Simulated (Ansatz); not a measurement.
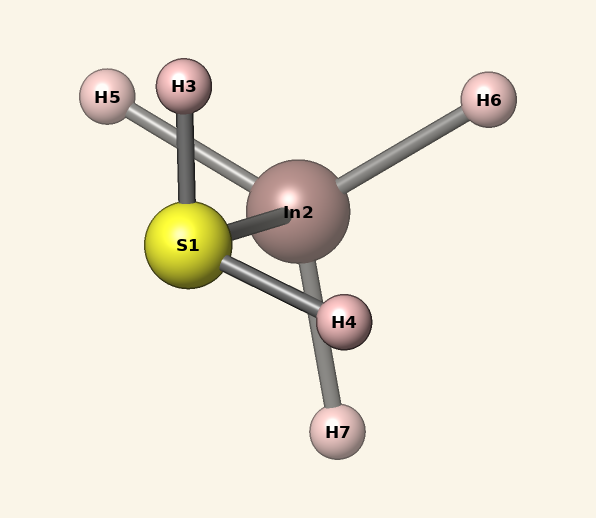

The picture comes from a calculation with Ansatz.

In2 lies behind S1. The molecule seen a little off the S1–In2 bond, S1 in front. Distant atoms are faded towards the background colour. Geometry: atoms displaced at random (about 0.12 Å) from a stationary point of PBE0-D4.

Question: What is the torsion angle H3–S1–In2–H5? The sign is positive where the front bond must turn clockwise to cover the back bond.

Answer: −61°, synclinal (gauche).
